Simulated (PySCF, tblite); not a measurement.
# C₅H₅NS: a rotation path, then NMR shifts on frames

Aim: move C₅H₅NS (`C=CC(=S)CC#N`) away from its starting geometry and see how NMR shifts follow the geometry.

Programs: tblite 0.8.0 and PySCF 2.14.0, with density-fitted response routines of our own. Each step states its level of theory. These are calculated values for one molecule in the gas phase, unless marked as measured. Atoms count from 0, in the outputs and in this text.

**1. The starting structure**

12 atoms, charge 0, multiplicity 1; geometry from: GFN2-xTB.

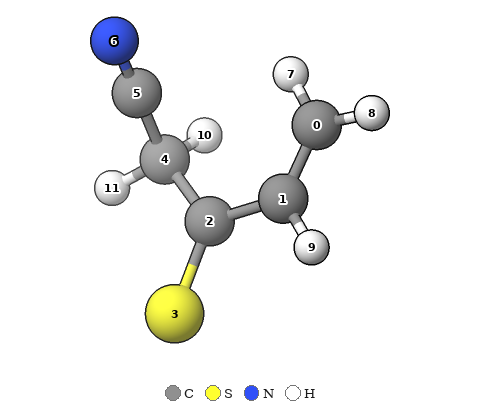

The starting geometry (carbon grey, sulfur yellow, nitrogen blue, hydrogen white), atoms numbered.

**2. The rotation path with GFN2-xTB**

Job settings and geometry (Å):

```
{"job": {"kind": "neb", "xc": "GFN2-xTB", "basis": "xTB", "atoms": [1, 2, 4, 5], "turn": 120}, "charge": 0, "multiplicity": 1}
C      1.716126    -0.097785    -0.208426
C      0.897056    -0.699886     0.656496
C     -0.541374    -0.661974     0.616760
S     -1.425829    -1.431311     1.756348
C     -1.241673     0.085829    -0.490401
C     -0.922753     1.492497    -0.447923
N     -0.673599     2.606460    -0.401789
H      1.363848     0.495200    -1.035773
H      2.784604    -0.171113    -0.101203
H      1.304788    -1.277147     1.475895
H     -0.936369    -0.313411    -1.463570
H     -2.323627    -0.028045    -0.382442
```

Method: GFN2-xTB climbing-image nudged elastic band, gas phase.

Run with:

```console
$ OMP_NUM_THREADS=1 python probes_run.py task.json out
```

One launch serves the whole session: the jobs run in the order shown.

Log:

```text
image   E - E0 / eV
  0       0.0000
  1       0.0201
  2       0.0676
  3       0.1165
  4       0.1348
  5       0.1111
  6       0.0611
  7       0.0173
  8      -0.0000
```

Run time: 4.3 s. Hardware: 1 thread of Intel Xeon at 2.80GHz, shared host; peak memory 0.18 GiB.

The final band, with the dihedral C1–C2–C4–C5:

| image | dihedral (°) | energy (eV) | energy (kcal/mol) |
| --- | --- | --- | --- |
| 0 | -62 | 0.000 | 0.0 |
| 1 | -47 | 0.020 | 0.5 |
| 2 | -32 | 0.068 | 1.6 |
| 3 | -16 | 0.116 | 2.7 |
| 4 | 0 | 0.135 | 3.1 |
| 5 | 16 | 0.111 | 2.6 |
| 6 | 32 | 0.061 | 1.4 |
| 7 | 47 | 0.017 | 0.4 |
| 8 | 62 | 0.000 | 0.0 |

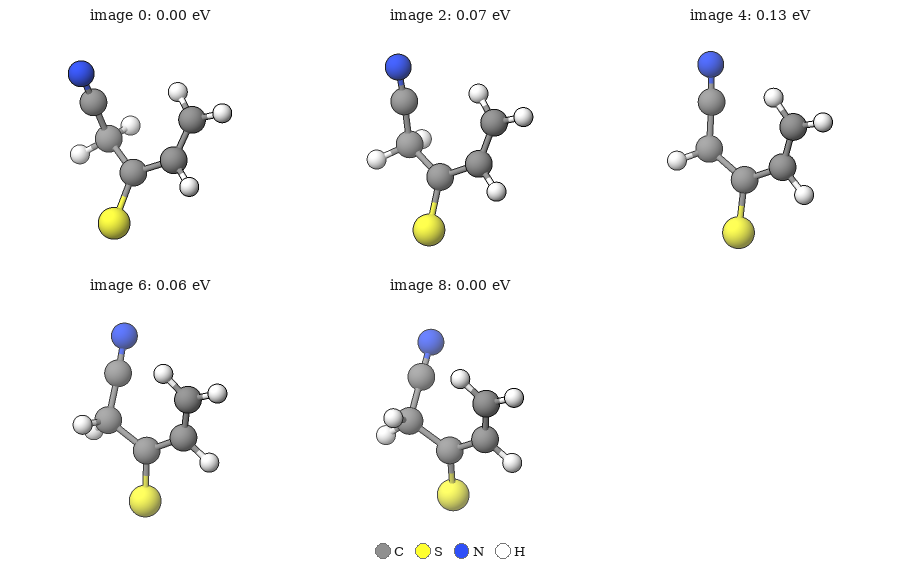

Images along the band.

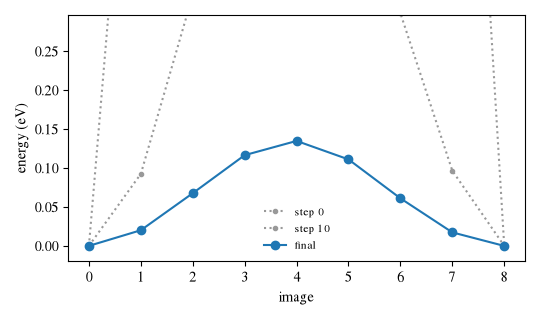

Energy along the band, early and final.

**3. Nuclear shieldings: image 0, PBE0/pcSseg-1**

Job settings and geometry (Å):

```
{"job": {"kind": "nmr", "xc": "PBE0", "basis": "pcSseg-1", "pop": false}, "charge": 0, "multiplicity": 1}
C      1.716100    -0.097800    -0.208400
C      0.897100    -0.699900     0.656500
C     -0.541400    -0.662000     0.616800
S     -1.425800    -1.431300     1.756300
C     -1.241700     0.085800    -0.490400
C     -0.922800     1.492500    -0.447900
N     -0.673600     2.606500    -0.401800
H      1.363800     0.495200    -1.035800
H      2.784600    -0.171100    -0.101200
H      1.304800    -1.277100     1.475900
H     -0.936400    -0.313400    -1.463600
H     -2.323600    -0.028000    -0.382400
```

With the program's defaults for keys left out, this is: GIAO PBE0/pcSseg-1 NMR shielding, non-relativistic, gas phase.

Log:

```text
coarse grid: 11216 points
cycle   1  E = -645.8230204540  dE =  1.013e+00  |g| = 5.061e-01  |ddm| = 3.425e+00
cycle   2  E = -645.5794514862  dE =  2.436e-01  |g| = 1.153e+00  |ddm| = 1.533e+00
cycle   3  E = -645.8910338942  dE = -3.116e-01  |g| = 9.893e-02  |ddm| = 1.051e+00
cycle   4  E = -645.8932162482  dE = -2.182e-03  |g| = 3.913e-02  |ddm| = 1.206e-01
cycle   5  E = -645.8935698648  dE = -3.536e-04  |g| = 1.244e-02  |ddm| = 5.642e-02
cycle   6  E = -645.8936115568  dE = -4.169e-05  |g| = 5.115e-03  |ddm| = 2.005e-02
cycle   7  E = -645.8936174996  dE = -5.943e-06  |g| = 1.711e-03  |ddm| = 6.524e-03
final grid: 105640 points
cycle   8  E = -645.9371775834  dE = -2.645e-05  |g| = 7.937e-03  |ddm| = 3.013e-02
cycle   9  E = -645.9371331841  dE =  4.440e-05  |g| = 1.460e-02  |ddm| = 2.271e-02
cycle  10  E = -645.9371927383  dE = -5.955e-05  |g| = 2.665e-03  |ddm| = 1.825e-02
cycle  11  E = -645.9371943987  dE = -1.660e-06  |g| = 5.526e-04  |ddm| = 2.461e-03
cycle  12  E = -645.9371944668  dE = -6.817e-08  |g| = 2.535e-04  |ddm| = 7.196e-04
cycle  13  E = -645.9371944807  dE = -1.382e-08  |g| = 4.633e-05  |ddm| = 1.770e-04
cycle  14  E = -645.9371944811  dE = -4.816e-10  |g| = 1.697e-05  |ddm| = 6.460e-05
converged SCF energy = -645.9371944811

GIAO shielding tensors (ppm)
atom      isotropic    diamagn.    paramagn.     s11        s22        s33       span
  0 C       52.430     257.521    -205.091    -61.985     51.396    167.878    229.863
  1 C       36.370     252.374    -216.003    -67.668     45.595    131.184    198.851
  2 C      -59.703     258.767    -318.470   -222.559    -96.895    140.345    362.904
  3 S     -723.584    1056.132   -1779.716  -2314.005   -366.165    509.417   2823.423
  4 C      151.560     248.809     -97.249    134.946    143.943    175.792     40.846
  5 C       65.903     261.849    -195.945    -52.549    -41.279    291.538    344.087
  6 N      -41.013     339.452    -380.465   -201.088   -198.562    276.610    477.698
  7 H       25.090      33.029      -7.940     22.821     24.787     27.661      4.840
  8 H       25.158      29.147      -3.989     23.192     24.645     27.637      4.444
  9 H       24.432      31.148      -6.716     21.902     22.062     29.333      7.431
 10 H       27.540      28.919      -1.378     25.284     26.479     30.858      5.574
 11 H       27.524      28.009      -0.485     23.619     27.282     31.670      8.052
```

Run time: 14 s. Hardware: 1 thread of Intel Xeon at 2.80GHz, shared host; peak memory 0.72 GiB.

The references, computed at this level on geometries of the same kind, shield at (ppm): ¹H TMS 31.72, ¹³C TMS 186.9, ¹⁵N NH3 267.7, ³³S CS2 504. Their shielding less the atom's gives the shift. The references are single molecules in the gas phase, so shifts against H2O, NH3, PH3, H3PO4 or CFCl3 are not on the usual liquid scales and can be off by tens of ppm. Each atom is listed at this fixed geometry, with no averaging over motion; a spectrum would average atoms that exchange fast.

| atoms | environment | σ (ppm) | δ (ppm) |
| --- | --- | --- | --- |
| C2 | thiocarbonyl carbon | -59.7 | 246.6 |
| C1 | alkene CH | 36.4 | 150.6 |
| C0 | terminal =CH2 carbon | 52.4 | 134.5 |
| C5 | nitrile carbon | 65.9 | 121.0 |
| C4 | sp3 CH2 α to a nitrile | 151.6 | 35.4 |
| H9 | hydrogen on an alkene CH | 24.43 | 7.28 |
| H7 | hydrogen on a terminal =CH2 carbon | 25.09 | 6.63 |
| H8 | hydrogen on a terminal =CH2 carbon | 25.16 | 6.56 |
| H11 | hydrogen on an sp3 CH2 α to a nitrile | 27.52 | 4.19 |
| H10 | hydrogen on an sp3 CH2 α to a nitrile | 27.54 | 4.18 |
| S3 | thione sulfur | -724 | 1227 |
| N6 | nitrile nitrogen | -41.0 | 308.7 |

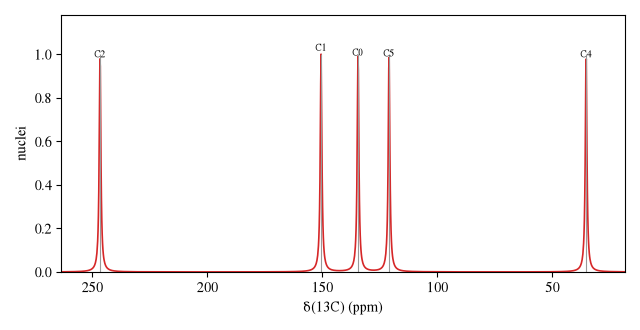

¹³C lines at the computed shifts, without couplings. Lines are broadened to a width of 0.85 ppm (Lorentzian).

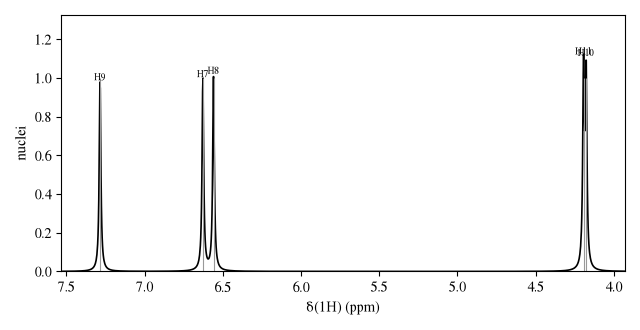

¹H lines at the computed shifts, without couplings. Lines are broadened to a width of 0.01 ppm (Lorentzian).

**4. Nuclear shieldings: image 2, PBE0/pcSseg-1**

Job settings and geometry (Å):

```
{"job": {"kind": "nmr", "xc": "PBE0", "basis": "pcSseg-1", "pop": false}, "charge": 0, "multiplicity": 1}
C      1.746800     0.043400    -0.067000
C      0.907700    -0.712500     0.644700
C     -0.527500    -0.746300     0.554300
S     -1.359500    -1.816200     1.476300
C     -1.322000     0.127600    -0.385400
C     -0.790900     1.433100    -0.680700
N     -0.426900     2.487300    -0.932600
H      1.422700     0.736200    -0.823200
H      2.808500    -0.011300     0.103600
H      1.306400    -1.397100     1.383500
H     -1.439900    -0.409300    -1.335300
H     -2.324300     0.264600     0.035700
```

With the program's defaults for keys left out, this is: GIAO PBE0/pcSseg-1 NMR shielding, non-relativistic, gas phase.

Log:

```text
coarse grid: 11216 points
cycle   1  E = -645.8206836931  dE =  1.014e+00  |g| = 5.080e-01  |ddm| = 3.445e+00
cycle   2  E = -645.5726418828  dE =  2.480e-01  |g| = 1.160e+00  |ddm| = 1.610e+00
cycle   3  E = -645.8891528376  dE = -3.165e-01  |g| = 9.886e-02  |ddm| = 1.112e+00
cycle   4  E = -645.8912953618  dE = -2.143e-03  |g| = 4.040e-02  |ddm| = 1.243e-01
cycle   5  E = -645.8916738724  dE = -3.785e-04  |g| = 1.283e-02  |ddm| = 5.838e-02
cycle   6  E = -645.8917211405  dE = -4.727e-05  |g| = 5.134e-03  |ddm| = 2.151e-02
cycle   7  E = -645.8917274389  dE = -6.298e-06  |g| = 1.738e-03  |ddm| = 6.562e-03
final grid: 105640 points
cycle   8  E = -645.9348413881  dE = -1.964e-05  |g| = 7.972e-03  |ddm| = 2.660e-02
cycle   9  E = -645.9347927172  dE =  4.867e-05  |g| = 1.514e-02  |ddm| = 2.375e-02
cycle  10  E = -645.9348569186  dE = -6.420e-05  |g| = 2.508e-03  |ddm| = 1.907e-02
cycle  11  E = -645.9348583618  dE = -1.443e-06  |g| = 5.272e-04  |ddm| = 2.323e-03
cycle  12  E = -645.9348584272  dE = -6.538e-08  |g| = 2.362e-04  |ddm| = 7.050e-04
cycle  13  E = -645.9348584392  dE = -1.196e-08  |g| = 3.959e-05  |ddm| = 1.638e-04
cycle  14  E = -645.9348584395  dE = -3.517e-10  |g| = 1.459e-05  |ddm| = 5.500e-05
converged SCF energy = -645.9348584395

GIAO shielding tensors (ppm)
atom      isotropic    diamagn.    paramagn.     s11        s22        s33       span
  0 C       51.579     257.594    -206.014    -62.141     47.422    169.457    231.599
  1 C       35.141     252.305    -217.165    -66.768     46.457    125.733    192.502
  2 C      -58.353     258.097    -316.451   -223.582    -93.869    142.390    365.972
  3 S     -680.678    1056.033   -1736.711  -2182.937   -371.320    512.223   2695.161
  4 C      151.812     248.273     -96.460    134.180    140.859    180.398     46.218
  5 C       65.103     261.637    -196.535    -52.467    -43.053    290.829    343.296
  6 N      -42.764     339.290    -382.054   -208.276   -193.201    273.186    481.463
  7 H       24.219      33.439      -9.219     21.015     24.830     26.812      5.798
  8 H       25.240      29.284      -4.043     23.121     24.905     27.695      4.573
  9 H       24.313      30.918      -6.605     21.516     21.915     29.508      7.992
 10 H       27.606      27.723      -0.116     24.065     27.489     31.265      7.200
 11 H       27.162      27.583      -0.420     21.804     28.193     31.490      9.686
```

It took 14 s on 1 thread of Intel Xeon at 2.80GHz, shared host; peak memory 0.74 GiB.

Key values: δ C2 245.3, C1 151.8, C0 135.3, C5 121.8, H7 7.50, H9 7.40 ppm.

**5. Shielding tensors: image 4, PBE0/pcSseg-1**

Job settings and geometry (Å):

```
{"job": {"kind": "nmr", "xc": "PBE0", "basis": "pcSseg-1", "pop": false}, "charge": 0, "multiplicity": 1}
C      1.769900     0.175300     0.133900
C      0.927200    -0.754200     0.590900
C     -0.503900    -0.808500     0.459700
S     -1.302800    -2.047700     1.183300
C     -1.360100     0.180900    -0.295600
C     -0.753500     1.300400    -0.965300
N     -0.359300     2.216700    -1.525200
H      1.456100     1.041700    -0.418200
H      2.828300     0.083600     0.312100
H      1.326200    -1.594500     1.147600
H     -1.923600    -0.378800    -1.053100
H     -2.103400     0.584500     0.404000
```

With the program's defaults for keys left out, this is: GIAO PBE0/pcSseg-1 NMR shielding, non-relativistic, gas phase.

Log:

```text
coarse grid: 11216 points
cycle   1  E = -645.8172164205  dE =  1.013e+00  |g| = 5.106e-01  |ddm| = 3.471e+00
cycle   2  E = -645.5624279200  dE =  2.548e-01  |g| = 1.172e+00  |ddm| = 1.677e+00
cycle   3  E = -645.8866779992  dE = -3.243e-01  |g| = 9.856e-02  |ddm| = 1.166e+00
cycle   4  E = -645.8887706565  dE = -2.093e-03  |g| = 4.183e-02  |ddm| = 1.264e-01
cycle   5  E = -645.8891767480  dE = -4.061e-04  |g| = 1.418e-02  |ddm| = 6.185e-02
cycle   6  E = -645.8892361625  dE = -5.941e-05  |g| = 5.337e-03  |ddm| = 2.325e-02
cycle   7  E = -645.8892430170  dE = -6.855e-06  |g| = 1.723e-03  |ddm| = 6.526e-03
final grid: 105640 points
cycle   8  E = -645.9327185784  dE = -2.068e-05  |g| = 7.738e-03  |ddm| = 2.945e-02
cycle   9  E = -645.9326728756  dE =  4.570e-05  |g| = 1.459e-02  |ddm| = 2.340e-02
cycle  10  E = -645.9327332384  dE = -6.036e-05  |g| = 2.429e-03  |ddm| = 1.889e-02
cycle  11  E = -645.9327346153  dE = -1.377e-06  |g| = 5.111e-04  |ddm| = 2.334e-03
cycle  12  E = -645.9327346744  dE = -5.908e-08  |g| = 2.485e-04  |ddm| = 7.006e-04
cycle  13  E = -645.9327346878  dE = -1.343e-08  |g| = 4.062e-05  |ddm| = 1.730e-04
cycle  14  E = -645.9327346882  dE = -3.715e-10  |g| = 1.581e-05  |ddm| = 5.876e-05
converged SCF energy = -645.9327346882

GIAO shielding tensors (ppm)
atom      isotropic    diamagn.    paramagn.     s11        s22        s33       span
  0 C       53.033     257.624    -204.591    -58.304     46.065    171.337    229.641
  1 C       32.839     252.369    -219.530    -68.197     45.866    120.846    189.043
  2 C      -56.510     257.534    -314.044   -225.649    -88.660    144.779    370.428
  3 S     -647.425    1056.088   -1703.513  -2098.744   -381.999    538.469   2637.214
  4 C      153.329     247.916     -94.588    135.700    141.989    182.296     46.597
  5 C       65.438     261.415    -195.977    -49.667    -44.246    290.228    339.895
  6 N      -42.214     339.119    -381.333   -216.462   -188.114    277.934    494.396
  7 H       23.804      33.552      -9.748     20.200     24.683     26.531      6.332
  8 H       25.399      29.259      -3.860     23.524     24.879     27.793      4.269
  9 H       24.195      30.740      -6.545     21.266     21.607     29.713      8.447
 10 H       27.335      27.210       0.125     22.265     28.683     31.056      8.791
 11 H       27.318      27.231       0.087     22.282     28.656     31.015      8.734
```

It took 14 s on 1 thread of Intel Xeon at 2.80GHz, shared host; peak memory 0.74 GiB.

This run: δ C2 243.4, C1 154.1, C0 133.9, C5 121.5, H7 7.91, H9 7.52 ppm.

**6. Shielding tensors: image 6, PBE0/pcSseg-1**

Job settings and geometry (Å):

```
{"job": {"kind": "nmr", "xc": "PBE0", "basis": "pcSseg-1", "pop": false}, "charge": 0, "multiplicity": 1}
C      1.685500     0.296100     0.320400
C      0.919800    -0.776600     0.531500
C     -0.505400    -0.873900     0.361600
S     -1.277600    -2.239600     0.834400
C     -1.343800     0.246700    -0.203400
C     -0.716800     1.087000    -1.190900
N     -0.268100     1.768500    -1.991800
H      1.297300     1.244600    -0.006500
H      2.750600     0.244800     0.469000
H      1.375700    -1.694700     0.881600
H     -2.240700    -0.188600    -0.657400
H     -1.675500     0.885100     0.625500
```

With the program's defaults for keys left out, this is: GIAO PBE0/pcSseg-1 NMR shielding, non-relativistic, gas phase.

Log:

```text
coarse grid: 11216 points
cycle   1  E = -645.8201439830  dE =  1.014e+00  |g| = 5.083e-01  |ddm| = 3.441e+00
cycle   2  E = -645.5720137968  dE =  2.481e-01  |g| = 1.161e+00  |ddm| = 1.607e+00
cycle   3  E = -645.8886748521  dE = -3.167e-01  |g| = 9.910e-02  |ddm| = 1.109e+00
cycle   4  E = -645.8908323907  dE = -2.158e-03  |g| = 4.033e-02  |ddm| = 1.245e-01
cycle   5  E = -645.8912097931  dE = -3.774e-04  |g| = 1.270e-02  |ddm| = 5.806e-02
cycle   6  E = -645.8912557128  dE = -4.592e-05  |g| = 5.130e-03  |ddm| = 2.129e-02
cycle   7  E = -645.8912619732  dE = -6.260e-06  |g| = 1.750e-03  |ddm| = 6.607e-03
final grid: 105640 points
cycle   8  E = -645.9349601165  dE = -2.281e-05  |g| = 7.553e-03  |ddm| = 2.905e-02
cycle   9  E = -645.9349185156  dE =  4.160e-05  |g| = 1.407e-02  |ddm| = 2.226e-02
cycle  10  E = -645.9349738300  dE = -5.531e-05  |g| = 2.477e-03  |ddm| = 1.783e-02
cycle  11  E = -645.9349752508  dE = -1.421e-06  |g| = 5.167e-04  |ddm| = 2.332e-03
cycle  12  E = -645.9349753126  dE = -6.182e-08  |g| = 2.387e-04  |ddm| = 7.099e-04
cycle  13  E = -645.9349753250  dE = -1.235e-08  |g| = 4.089e-05  |ddm| = 1.678e-04
cycle  14  E = -645.9349753253  dE = -3.638e-10  |g| = 1.454e-05  |ddm| = 5.421e-05
converged SCF energy = -645.9349753253

GIAO shielding tensors (ppm)
atom      isotropic    diamagn.    paramagn.     s11        s22        s33       span
  0 C       51.416     257.583    -206.167    -62.818     47.776    169.290    232.109
  1 C       35.667     252.402    -216.735    -66.341     46.908    126.434    192.775
  2 C      -58.857     258.224    -317.080   -223.426    -94.815    141.671    365.097
  3 S     -678.009    1056.031   -1734.040  -2185.390   -369.354    520.717   2706.107
  4 C      151.729     248.425     -96.696    134.289    140.682    180.217     45.928
  5 C       64.956     261.713    -196.758    -52.929    -42.991    290.787    343.716
  6 N      -42.869     339.380    -382.250   -207.017   -194.441    272.850    479.867
  7 H       24.363      33.418      -9.056     21.082     25.000     27.006      5.924
  8 H       25.212      29.304      -4.092     22.954     25.006     27.676      4.722
  9 H       24.353      30.938      -6.585     21.587     22.013     29.458      7.871
 10 H       27.202      27.621      -0.420     21.893     28.197     31.515      9.622
 11 H       27.599      27.796      -0.196     24.110     27.420     31.267      7.157
```

Run time: 14 s. Hardware: 1 thread of Intel Xeon at 2.80GHz, shared host; peak memory 0.74 GiB.

In short: δ C2 245.8, C1 151.3, C0 135.5, C5 122.0, H9 7.36, H7 7.35 ppm.

**7. NMR shieldings: image 8, PBE0/pcSseg-1**

Job settings and geometry (Å):

```
{"job": {"kind": "nmr", "xc": "PBE0", "basis": "pcSseg-1", "pop": false}, "charge": 0, "multiplicity": 1}
C      1.627600     0.348500     0.475500
C      0.913400    -0.777200     0.537500
C     -0.493700    -0.896200     0.258500
S     -1.238300    -2.349000     0.349200
C     -1.292300     0.327900    -0.115500
C     -0.807100     0.911800    -1.342700
N     -0.423800     1.364200    -2.319200
H      1.204500     1.298400     0.194700
H      2.681500     0.346800     0.694200
H      1.392800    -1.706500     0.816000
H     -2.341100     0.051800    -0.253300
H     -1.222400     1.078800     0.678900
```

Level: GIAO PBE0/pcSseg-1 NMR shielding, non-relativistic, gas phase.

Log:

```text
coarse grid: 11216 points
cycle   1  E = -645.8229383035  dE =  1.012e+00  |g| = 5.065e-01  |ddm| = 3.424e+00
cycle   2  E = -645.5789333949  dE =  2.440e-01  |g| = 1.154e+00  |ddm| = 1.535e+00
cycle   3  E = -645.8910354090  dE = -3.121e-01  |g| = 9.886e-02  |ddm| = 1.052e+00
cycle   4  E = -645.8932136313  dE = -2.178e-03  |g| = 3.914e-02  |ddm| = 1.205e-01
cycle   5  E = -645.8935674393  dE = -3.538e-04  |g| = 1.246e-02  |ddm| = 5.644e-02
cycle   6  E = -645.8936093673  dE = -4.193e-05  |g| = 5.126e-03  |ddm| = 2.009e-02
cycle   7  E = -645.8936153472  dE = -5.980e-06  |g| = 1.707e-03  |ddm| = 6.522e-03
final grid: 105640 points
cycle   8  E = -645.9371817004  dE = -3.055e-05  |g| = 7.777e-03  |ddm| = 3.230e-02
cycle   9  E = -645.9371404747  dE =  4.123e-05  |g| = 1.409e-02  |ddm| = 2.214e-02
cycle  10  E = -645.9371961289  dE = -5.565e-05  |g| = 2.637e-03  |ddm| = 1.789e-02
cycle  11  E = -645.9371977759  dE = -1.647e-06  |g| = 5.638e-04  |ddm| = 2.494e-03
cycle  12  E = -645.9371978455  dE = -6.955e-08  |g| = 2.576e-04  |ddm| = 7.194e-04
cycle  13  E = -645.9371978597  dE = -1.423e-08  |g| = 4.874e-05  |ddm| = 1.813e-04
cycle  14  E = -645.9371978602  dE = -5.411e-10  |g| = 1.680e-05  |ddm| = 6.598e-05
converged SCF energy = -645.9371978602

GIAO shielding tensors (ppm)
atom      isotropic    diamagn.    paramagn.     s11        s22        s33       span
  0 C       52.441     257.528    -205.087    -61.965     51.412    167.875    229.840
  1 C       36.339     252.394    -216.055    -67.710     45.645    131.083    198.794
  2 C      -59.765     258.734    -318.499   -222.745    -96.873    140.324    363.069
  3 S     -724.817    1056.124   -1780.941  -2315.488   -367.219    508.255   2823.743
  4 C      151.566     248.780     -97.214    134.972    143.874    175.852     40.880
  5 C       65.908     261.853    -195.945    -52.529    -41.290    291.543    344.072
  6 N      -40.941     339.448    -380.389   -201.073   -198.419    276.669    477.742
  7 H       25.089      33.043      -7.954     22.826     24.785     27.655      4.829
  8 H       25.162      29.152      -3.989     23.200     24.644     27.643      4.443
  9 H       24.427      31.145      -6.717     21.896     22.049     29.338      7.442
 10 H       27.516      27.998      -0.482     23.594     27.287     31.668      8.074
 11 H       27.540      28.904      -1.365     25.290     26.468     30.862      5.573
```

It took 14 s on 1 thread of Intel Xeon at 2.80GHz, shared host; peak memory 0.74 GiB.

In short: δ C2 246.7, C1 150.6, C0 134.5, C5 121.0, H9 7.29, H7 6.63 ppm.

**8. Run by run: NMR shifts**

Shifts (ppm) of some atoms, chosen among heavy atoms and hydrogens apart, with basis size and wall time:

| frame | C2 | C1 | C4 | H7 | H11 | S3 | N6 | functions | time |
| --- | --- | --- | --- | --- | --- | --- | --- | --- | --- |
| image 0 | 246.6 | 150.6 | 35.4 | 6.63 | 4.19 | 1227 | 308.7 | 151 | 14 s |
| image 2 | 245.3 | 151.8 | 35.1 | 7.50 | 4.55 | 1184 | 310.5 | 151 | 14 s |
| image 4 | 243.4 | 154.1 | 33.6 | 7.91 | 4.40 | 1151 | 309.9 | 151 | 14 s |
| image 6 | 245.8 | 151.3 | 35.2 | 7.35 | 4.12 | 1182 | 310.6 | 151 | 14 s |
| image 8 | 246.7 | 150.6 | 35.4 | 6.63 | 4.18 | 1229 | 308.7 | 151 | 14 s |

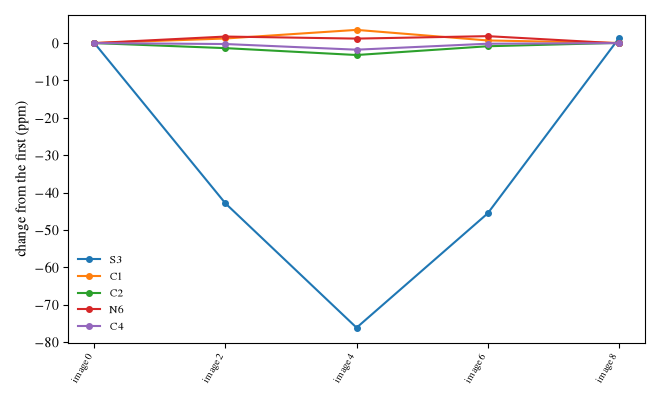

How five of the tabulated atoms move from run to run.

**9. What came out**

```
                                       quantity                                 value
                                        barrier    0.135 eV (3.1 kcal/mol) at image 4
                          end to end (GFN2-xTB)                              0.000 eV
¹³C shifts against TMS (PBE0/pcSseg-1, image 0)  246.6, 150.6, 134.5, 121.0, 35.4 ppm
 ¹H shifts against TMS (PBE0/pcSseg-1, image 0)      7.28, 6.63, 6.56, 4.19, 4.18 ppm
³³S shifts against CS2 (PBE0/pcSseg-1, image 0)                              1227 ppm
¹⁵N shifts against NH3 (PBE0/pcSseg-1, image 0)                             308.7 ppm
                       range of the shift of S3                      1151 to 1229 ppm
```

What this shows: Along the band the dihedral turns by 125°, and the top (dihedral 0°) lies 3.1 kcal/mol above the start (GFN2-xTB, rough), so at room temperature this motion is fast. The top was not checked by a frequency run. Shifts at one fixed geometry are not the observed spectrum, which averages over the motion. In the first frame run (image 0): The largest span, 2823 ppm, is at S3, where the paramagnetic term is -1780 ppm. In ppm, S3 moves most: its shift spreads over 77 ppm, from 1151 (image 4) to 1229 (image 8).
